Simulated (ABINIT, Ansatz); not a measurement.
# H6PbCNCl3 (Pm): one start, several treatments of the self-energy

How much does the gap of H6PbCNCl3 (Pm) depend on the approximation to the self-energy?

Program: ABINIT 10.8.3. Level of theory: PBEsol and many-body steps on it, plane waves. Results are calculated unless marked as measured.

## (1) Starting point

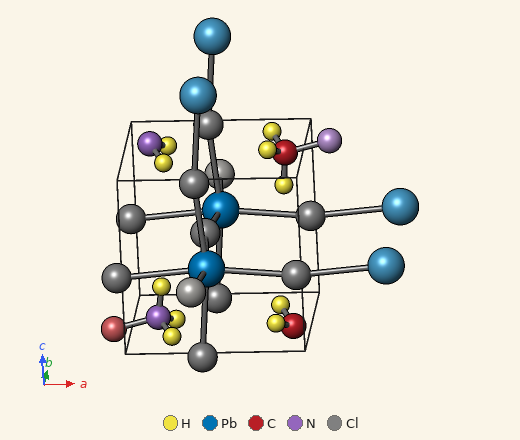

The cell as given, slightly off an axis (hydrogen yellow, lead blue, carbon red, nitrogen purple, chlorine grey). Some periodic images of atoms are drawn too.

Coordinates:

```cif
data_structure
_symmetry_space_group_name_H-M 'P 1'
_symmetry_Int_Tables_number 1
_cell_length_a 5.7528
_cell_length_b 5.7647
_cell_length_c 5.8552
_cell_angle_alpha 90.000
_cell_angle_beta 90.025
_cell_angle_gamma 90.000
_cell_volume 194.18
loop_
_atom_site_label
_atom_site_type_symbol
_atom_site_fract_x
_atom_site_fract_y
_atom_site_fract_z
_atom_site_occupancy
H1 H 0.87948 0.50000 0.79042 1
H2 H 0.81325 0.34407 0.04739 1
H3 H 0.81325 0.65593 0.04739 1
H4 H 0.22966 0.35432 0.97854 1
H5 H 0.22966 0.64568 0.97854 1
H6 H 0.17096 0.50000 0.21641 1
Pb7 Pb 0.47399 0.00000 0.48387 1
C8 C 0.89427 0.50000 0.97685 1
N9 N 0.14493 0.50000 0.04073 1
Cl10 Cl 0.42789 0.00000 0.97556 1
Cl11 Cl 0.42919 0.50000 0.52004 1
Cl12 Cl 0.97183 0.00000 0.43966 1
```

The cell and positions are those that the Materials Project relaxed with its own functionals (PBE, PBE+U or r2SCAN), kept fixed. Spin-orbit coupling is left out unless a step names it.

## (2) Empty states on the mesh, 2×2×2 mesh, 668 bands

This step: ABINIT 10.8.3; DFT, PBEsol, plane waves, norm-conserving pseudopotentials.

The sums over transitions need many empty states on a uniform mesh; this step solves for them.

The input, run.abi:

```
acell 3*1.0 Angstrom
rprim 
  5.752832000000 0.000000000000 0.000000000000
  0.000000000000 5.764671000000 0.000000000000
  -0.002604000000 0.000000000000 5.855201000000
ntypat 5
znucl 1 82 6 7 17
natom 12
typat 1 1 1 1 1 1 2 3 4 5 5 5
xred 
  0.879476000000 0.500000000000 0.790423000000
  0.813252000000 0.344072000000 0.047387000000
  0.813252000000 0.655928000000 0.047387000000
  0.229661000000 0.354316000000 0.978538000000
  0.229661000000 0.645684000000 0.978538000000
  0.170957000000 0.500000000000 0.216412000000
  0.473988000000 0.000000000000 0.483874000000
  0.894268000000 0.500000000000 0.976848000000
  0.144932000000 0.500000000000 0.040731000000
  0.427891000000 0.000000000000 0.975558000000
  0.429192000000 0.500000000000 0.520036000000
  0.971826000000 0.000000000000 0.439660000000
pp_dirpath "pseudos"
pseudos "H.upf, Pb.upf, C.upf, N.upf, Cl.upf"
ecut 37
ngkpt 2 2 2
nshiftk 1
shiftk 0 0 0
kptopt 1
chksymbreak 0
iscf -2
irdden 1
istwfk *1
nband 668
nbdbuf 60
tolwfr 1e-09
nstep 60
prtvol 0
indata_prefix "in"
outdata_prefix "out"
tmpdata_prefix "tmp"
```

The run is started by

```
OMP_NUM_THREADS=1 mpirun -n 16 abinit run.abi > log
```

Numbers of over 12 decimals in the logs are rounded to 6 here.

Output:

```text
.Version 10.8.3 of ABINIT. v10.8.2 released Aug 2026.

 Symmetries : space group Pm (#  6); Bravais mP (primitive monocl.)
[... echo of the input left out ...]
== DATASET  1 ==================================================================
-   mpi_nproc: 16, omp_nthreads: 1 (-1 if OMP is not activated)
-    --> not optimal distribution: autoparal keyword recommended in input file <--

--- !DatasetInfo
iteration_state: {dtset: 1, }
dimensions: {natom: 12, nkpt: 8, mband: 668, nsppol: 1, nspinor: 1, nspden: 1, mpw: 14134, }
cutoff_energies: {ecut:  37.0, pawecutdg:  -1.0, }
[...]
4.43803    4.44062    4.44105    4.44903    4.46165    4.46708    4.47156    4.47639
   4.47711    4.47887    4.48940    4.49028    4.49137    4.49794    4.50256    4.51573
   4.51947    4.52353    4.52918    4.53495
 prteigrs : prtvol=0 or 1, do not print more k-points.

== END DATASET(S) ==============================================================
================================================================================

 -outvars: echo values of variables after computation  --------
            nband         668
             nkpt           8
          spgroup           6
 [... the other variables as echoed above ...]

 Calculation completed.
```

Wall time 28 min (16 MPI ranks of Intel Xeon Platinum 8259CL at 2.50GHz (Skylake/Cascade Lake), shared host); peak memory 2.9 GiB.

Numbers from this step:

```
gap                                                           : 2.463 eV
k of the valence top                                          : 0.5, 0.5, 0.5
k of the conduction bottom                                    : 0.5, 0.5, 0.5
least direct gap                                              : 2.463 eV
k points computed                                             : 8
lowest point of the top converged band, above the valence top : 114.1093 eV
```

On this mesh the gap is 2.463 eV.

The density comes from a self-consistent run that is not shown.

## (3) Screening, 2×2×2 mesh, 265 bands, screening to 141.5 eV

The RPA dielectric matrix is built and inverted for each q.

This step: RPA screening on PBEsol, plane waves, norm-conserving pseudopotentials.

Edit run.abi of step 2 so:

```diff
@@ -30,10 +30,11 @@
 chksymbreak 0
-iscf -2
-irdden 1
 istwfk *1
-nband 668
-nbdbuf 60
-tolwfr 1e-09
-nstep 60
-prtvol 0
+occopt 1
+irdwfk 1
+optdriver 3
+nband 265
+ecuteps 5.2
+inclvkb 2
+awtr 1
+symchi 1
 indata_prefix "in"
```

Output:

```text
.Version 10.8.3 of ABINIT. v10.8.2 released Aug 2026.

 Symmetries : space group Pm (#  6); Bravais mP (primitive monocl.)
[... echo of the input left out ...]
== DATASET  1 ==================================================================
-   mpi_nproc: 16, omp_nthreads: 1 (-1 if OMP is not activated)

--- !DatasetInfo
iteration_state: {dtset: 1, }
dimensions: {natom: 12, nkpt: 8, mband: 265, nsppol: 1, nspinor: 1, nspden: 1, mpw: 14134, }
cutoff_energies: {ecut:  37.0, pawecutdg:  -1.0, }
electrons: {nelect:   5.80000000E+01, charge:   0.00000000E+00, occopt:   1.00000000E+00, tsmear:   1.00000000E-02, }

 SCREENING: Calculation of the susceptibility and dielectric matrices

 Based on a program developped by R.W. Godby, V. Olevano, G. Onida, and L. Reining.
 Incorporated in ABINIT by V. Olevano, G.-M. Rignanese, and M. Torrent.
.Using double precision arithmetic ; gwpc =  8

[... cell and pseudopotentials left out ...]
--------------------------------------------------------------------------------

 ==== K-mesh for the wavefunctions ====
 Number of points in the irreducible wedge :     8
[... list of points left out ...]
 Together with  2 symmetry operations and time-reversal symmetry
 yields     8 points in the full Brillouin Zone.

 ==== Q-mesh for the screening function ====
 Number of points in the irreducible wedge :     8
[... list of points left out ...]
 Together with  2 symmetry operations and time-reversal symmetry
 yields     8 points in the full Brillouin Zone.

 setmesh: FFT mesh size selected  =    45x   45x   45
          total number of points  =        91125

 vcoul_init : cutoff-mode = AUXILIARY_FUNCTION
 q-points for optical limit:   1
     1)      0.000010    0.000020    0.000030

- screening: taking advantage of time-reversal symmetry
- Maximum band index for partially occupied states nbvw = 29
- Remaining bands to be divided among processors   nbcw = 236
- Number of bands treated by each node ~14

 Number of electrons calculated from density =   58.0000; Expected =   58.0000
 average of density, n =  0.044262
 r_s =    1.7537
 omega_plasma =   20.2942 [eV]

 calculating chi0 at frequencies [eV] :
  1    0.000000E+00    0.000000E+00
  2    0.000000E+00    2.029422E+01

--------------------------------------------------------------------------------
  q-point number  1        q = ( 0.000000, 0.000000, 0.000000) [r.l.u.]
--------------------------------------------------------------------------------
[... chi0 elements left out ...]
 For q-point:  0.000010 0.000020 0.000030
  dielectric constant =   4.8758
  dielectric constant without local fields =   5.5952

  Average fulfillment of the sum rule on Im[epsilon] for q-point    1 :     71.96  [%]
[... wings left out ...]
  q-point number  2        q = ( 0.500000, 0.000000, 0.000000) [r.l.u.]
--------------------------------------------------------------------------------
[... chi0 elements left out ...]
  Average fulfillment of the sum rule on Im[epsilon] for q-point    2 :     76.67  [%]

 [... 6 further q-points ...]
```

It took 4 min on 16 MPI ranks; peak memory 13 GiB.

Numbers from this step:

```yaml
eps_infinity_with_local_fields_on_this_mesh_along_the_program_s_q_direction: 4.876
the_same_without_local_fields: 5.595
plasma_frequency: 20.29 eV
plane_waves_in_the_screening_matrix: 739
```

Local fields lower ε∞ by 13 %. On a Γ-centred mesh this coarse the value itself is usually too large, while a short band sum pulls it down.

## (4) G0W0, Godby-Needs plasmon pole

The self-energy is evaluated for the states that the input lists, and the levels follow from it, in one-shot runs by the linearised quasiparticle equation.

This step: G0W0 on PBEsol, plane waves, norm-conserving pseudopotentials.

Edit run.abi of step 3 so:

```diff
@@ -33,8 +33,17 @@
 irdwfk 1
-optdriver 3
+optdriver 4
 nband 265
+gwcalctyp 0
+ecutsigx 37
+symsigma 1
+nkptgw 2
+kptgw 
+  0.5000000000 0.5000000000 0.5000000000
+  0.0000000000 0.0000000000 0.0000000000
+bdgw 
+  28 31
+  28 31
 ecuteps 5.2
-inclvkb 2
-awtr 1
-symchi 1
+irdscr 1
+ppmodel 1
 indata_prefix "in"
```

Output:

```text
.Version 10.8.3 of ABINIT. v10.8.2 released Aug 2026.

 Symmetries : space group Pm (#  6); Bravais mP (primitive monocl.)
[... echo of the input left out ...]
== DATASET  1 ==================================================================
-   mpi_nproc: 16, omp_nthreads: 1 (-1 if OMP is not activated)

--- !DatasetInfo
iteration_state: {dtset: 1, }
dimensions: {natom: 12, nkpt: 8, mband: 265, nsppol: 1, nspinor: 1, nspden: 1, mpw: 14134, }
cutoff_energies: {ecut:  37.0, pawecutdg:  -1.0, }
electrons: {nelect:   5.80000000E+01, charge:   0.00000000E+00, occopt:   1.00000000E+00, tsmear:   1.00000000E-02, }

 SIGMA: Calculation of the GW corrections

 Based on a program developped by R.W. Godby, V. Olevano, G. Onida, and L. Reining.
 Incorporated in ABINIT by V. Olevano, G.-M. Rignanese, and M. Torrent.
.Using double precision arithmetic ; gwpc =  8

[... cell and pseudopotentials left out ...]
--------------------------------------------------------------------------------

 ==== K-mesh for the wavefunctions ====
 Number of points in the irreducible wedge :     8
[... list of points left out ...]
 Together with  2 symmetry operations and time-reversal symmetry
 yields     8 points in the full Brillouin Zone.

 ==== Q-mesh for screening function ====
 Number of points in the irreducible wedge :     8
[... list of points left out ...]
 Together with  2 symmetry operations and time-reversal symmetry
 yields     8 points in the full Brillouin Zone.

 vcoul_init : cutoff-mode = AUXILIARY_FUNCTION
 q-points for optical limit:   1
     1)      0.000010    0.000020    0.000030
 setmesh: FFT mesh size selected  =    60x   60x   64
          total number of points  =       230400

 Number of electrons calculated from density =   58.0000; Expected =   58.0000
 average of density, n =  0.044262
 r_s =    1.7537
 omega_plasma =   20.2942 [eV]

 === KS Band Gaps ===
  >>>> For spin  1
   Minimum direct gap =   2.4631 [eV], located at k-point      :   0.5000  0.5000  0.5000
   Fundamental gap    =   2.4631 [eV], Top of valence bands at :   0.5000  0.5000  0.5000
                                       Bottom of conduction at :   0.5000  0.5000  0.5000
 SIGMA fundamental parameters:
 PLASMON POLE MODEL  1
 number of plane-waves for SigmaX                14083
 number of plane-waves for SigmaC and W            739
 number of plane-waves for wavefunctions         14083
 number of bands                                   265
 number of independent spin polarizations            1
 number of spinorial components                      1
 number of k-points in IBZ                           8
 number of q-points in IBZ                           8
 number of symmetry operations                       2
 number of k-points in BZ                            8
 number of q-points in BZ                            8
 number of frequencies for dSigma/dE                 9
 frequency step for dSigma/dE [eV]                0.25
 number of omega for Sigma on real axis              0
 max omega for Sigma on real axis  [eV]           0.00
 zcut for avoiding poles [eV]                     0.10

 EPSILON^-1 parameters (SCR file):
 dimension of the eps^-1 matrix on file            739
 dimension of the eps^-1 matrix used               739
 number of plane-waves for wavefunctions         14083
 number of bands                                   265
 number of q-points in IBZ                           8
 number of frequencies                               2
 number of real frequencies                          1
 number of imag frequencies                          1

 matrix elements of self-energy operator (all in [eV])

 Perturbative Calculation

--- !SelfEnergy_ee
iteration_state: {dtset: 1, }
kpoint     : [   0.500,    0.500,    0.500, ]
spin       : 1
KS_gap     :    2.463
QP_gap     :    4.105
Delta_QP_KS:    1.641
data: !SigmaeeData |
     Band     E0 <VxcDFT>   SigX SigC(E0)      Z dSigC/dE  Sig(E)    E-E0       E
       28  -0.548 -13.932 -18.306   2.828   0.772  -0.295 -15.126  -1.194  -1.742
       29   0.627 -15.051 -17.601   1.639   0.790  -0.265 -15.771  -0.719  -0.092
       30   3.091 -10.596  -6.392  -3.081   0.821  -0.217  -9.674   0.922   4.013
       31   3.113 -10.532  -6.307  -3.085   0.822  -0.216  -9.595   0.937   4.050

--- !SelfEnergy_ee
iteration_state: {dtset: 1, }
kpoint     : [   0.000,    0.000,    0.000, ]
spin       : 1
KS_gap     :    5.799
QP_gap     :    7.679
Delta_QP_KS:    1.880
data: !SigmaeeData |
     Band     E0 <VxcDFT>   SigX SigC(E0)      Z dSigC/dE  Sig(E)    E-E0       E
       28  -0.725 -13.651 -18.066   2.854   0.771  -0.296 -14.855  -1.204  -1.928
       29  -0.698 -13.665 -18.067   2.844   0.771  -0.297 -14.867  -1.202  -1.900
       30   5.101  -7.648  -3.631  -3.213   0.842  -0.188  -6.971   0.678   5.779
       31   6.045 -11.497  -6.923  -3.393   0.804  -0.244 -10.548   0.949   6.994

== END DATASET(S) ==============================================================
================================================================================

 -outvars: echo values of variables after computation  --------
           etotal      0.0000000000E+00
            nband         265
             nkpt           8
          spgroup           6
 [... the other variables as echoed above ...]

 Calculation completed.
```

Wall time 42 s (16 MPI ranks); peak memory 9.6 GiB; 11 min of CPU time.

This step gave:

```
G0W0 gap on the points computed              : 4.105 eV
starting gap on the mesh                     : 2.463 eV
k of the valence top                         : 0.5, 0.5, 0.5
k of the conduction bottom                   : 0.5, 0.5, 0.5
Z at the valence top                         : 0.79
Z at the conduction bottom                   : 0.821
least direct G0W0 gap on the computed points : 4.105 eV
```

The gap on the mesh goes from 2.46 eV to 4.10 eV, a correction of +1.64 eV.

## (5) G0W0, Hybertsen-Louie plasmon pole

Edit run.abi of step 4 so:

```diff
@@ -47,3 +47,3 @@
 irdscr 1
-ppmodel 1
+ppmodel 2
 indata_prefix "in"
```

Output:

```text
.Version 10.8.3 of ABINIT. v10.8.2 released Aug 2026.

 Symmetries : space group Pm (#  6); Bravais mP (primitive monocl.)
[... echo of the input left out ...]
== DATASET  1 ==================================================================
-   mpi_nproc: 16, omp_nthreads: 1 (-1 if OMP is not activated)

--- !DatasetInfo
iteration_state: {dtset: 1, }
dimensions: {natom: 12, nkpt: 8, mband: 265, nsppol: 1, nspinor: 1, nspden: 1, mpw: 14134, }
cutoff_energies: {ecut:  37.0, pawecutdg:  -1.0, }
electrons: {nelect:   5.80000000E+01, charge:   0.00000000E+00, occopt:   1.00000000E+00, tsmear:   1.00000000E-02, }

 SIGMA: Calculation of the GW corrections

 Based on a program developped by R.W. Godby, V. Olevano, G. Onida, and L. Reining.
 Incorporated in ABINIT by V. Olevano, G.-M. Rignanese, and M. Torrent.
.Using double precision arithmetic ; gwpc =  8

[... cell and pseudopotentials left out ...]
--------------------------------------------------------------------------------

 ==== K-mesh for the wavefunctions ====
 Number of points in the irreducible wedge :     8
[... list of points left out ...]
 Together with  2 symmetry operations and time-reversal symmetry
 yields     8 points in the full Brillouin Zone.

 ==== Q-mesh for screening function ====
 Number of points in the irreducible wedge :     8
[... list of points left out ...]
 Together with  2 symmetry operations and time-reversal symmetry
 yields     8 points in the full Brillouin Zone.

 vcoul_init : cutoff-mode = AUXILIARY_FUNCTION
 q-points for optical limit:   1
     1)      0.000010    0.000020    0.000030
 setmesh: FFT mesh size selected  =    60x   60x   64
          total number of points  =       230400

 Number of electrons calculated from density =   58.0000; Expected =   58.0000
[...]
number of omega for Sigma on real axis              0
 max omega for Sigma on real axis  [eV]           0.00
 zcut for avoiding poles [eV]                     0.10

 EPSILON^-1 parameters (SCR file):
 dimension of the eps^-1 matrix on file            739
 dimension of the eps^-1 matrix used               739
 number of plane-waves for wavefunctions         14083
 number of bands                                   265
 number of q-points in IBZ                           8
 number of frequencies                               2
 number of real frequencies                          1
 number of imag frequencies                          1

 matrix elements of self-energy operator (all in [eV])

 Perturbative Calculation

--- !SelfEnergy_ee
iteration_state: {dtset: 1, }
kpoint     : [   0.500,    0.500,    0.500, ]
spin       : 1
KS_gap     :    2.463
QP_gap     :    4.297
Delta_QP_KS:    1.834
data: !SigmaeeData |
     Band     E0 <VxcDFT>   SigX SigC(E0)      Z dSigC/dE  Sig(E)    E-E0       E
       28  -0.548 -13.932 -18.306   2.509   0.831  -0.203 -15.482  -1.550  -2.098
       29   0.627 -15.051 -17.601   1.291   0.844  -0.185 -16.113  -1.061  -0.434
       30   3.091 -10.596  -6.392  -3.312   0.866  -0.155  -9.823   0.773   3.863
[...]
--- !SelfEnergy_ee
iteration_state: {dtset: 1, }
kpoint     : [   0.000,    0.000,    0.000, ]
spin       : 1
KS_gap     :    5.799
QP_gap     :    7.815
Delta_QP_KS:    2.016
data: !SigmaeeData |
     Band     E0 <VxcDFT>   SigX SigC(E0)      Z dSigC/dE  Sig(E)    E-E0       E
[...]
30   5.101  -7.648  -3.631  -3.500   0.877  -0.140  -7.194   0.454   5.555
       31   6.045 -11.497  -6.923  -3.495   0.861  -0.162 -10.568   0.929   6.973

== END DATASET(S) ==============================================================
================================================================================

 -outvars: echo values of variables after computation  --------
           etotal      0.0000000000E+00
            nband         265
             nkpt           8
          spgroup           6
 [... the other variables as echoed above ...]

 Calculation completed.
```

Elapsed: 43 s, on 16 MPI ranks; peak memory 8.6 GiB.

This step gave:

| Property | Result |
| --- | --- |
| G0W0 gap on the points computed | 4.278 eV |
| starting gap on the mesh | 2.463 eV |
| k of the valence top | 0.5, 0.5, 0.5 |
| k of the conduction bottom | 0.5, 0.5, 0.5 |
| Z at the valence top | 0.844 |
| Z at the conduction bottom | 0.865 |
| least direct G0W0 gap on the computed points | 4.278 eV |

Against G0W0 in ABINIT (2×2×2 mesh, 265 bands, screening to 141.5 eV, Godby-Needs plasmon pole), the gap moves by +0.173 eV.

(Continued in part 2 of 2.)

[Paths, hosts, dates, memory and timing lines, banners, echoed tables and standing remarks are left out of the program output.]

[Logs are printed without paths, hosts, clocks, repeated set-up lines and the standing remarks that a program may print on its own settings, such as how far it seeks lower states.]

[Runs of the session that timed out or met a known fault of the program may be left out.]

[Hosts, paths, dates, database ids (printed as entryN), source tags and the programs' standing remarks are cut or masked in the printed files.]

[G0W0 gaps are taken among the corrected bands and points alone; a level outside them can change the order at an edge.]

[Where Ansatz stands beside ABINIT at settings called matched, ABINIT's density can come from a denser mesh and the files from another edition; pairs whose starting gaps differed by over 0.03 eV were left out, so agreement reads better than it is.]
